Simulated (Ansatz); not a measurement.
CuCl, pressure series

The reference is CuCl in the zinc blende structure (space group F-43m, No. 216; a = 5.4240 Å).

Cell and atoms are relaxed at each pressure.

All numbers come from PBE, PAW, 420 eV (Ansatz, a program for electronic structure; no SOC).

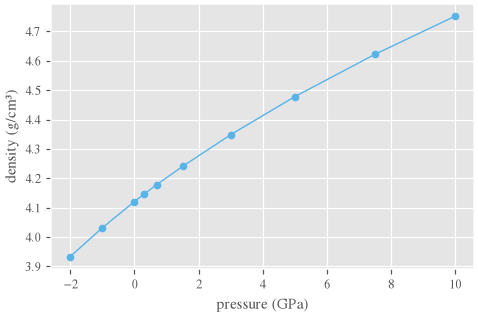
Fig. 1. Density against pressure

Question: From the plot, what is the density for pressure 5 GPa?

Answer: About 4.48 g/cm³.

Question: Is the trend monotonic over the range shown?

Answer: Yes, it rises throughout, spanning 3.93 g/cm³ to 4.75 g/cm³.

Load acts through the strain it causes; cell and atoms are relaxed under it. Whether these cells are dynamically stable was not tested. Tetrahedral semiconductors of this kind turn to denser phases somewhere between about 1 and 50 GPa; those were not computed, so compressed cells here can lie past the real transition. No Hubbard U is applied. The final runs are not spin-polarised.
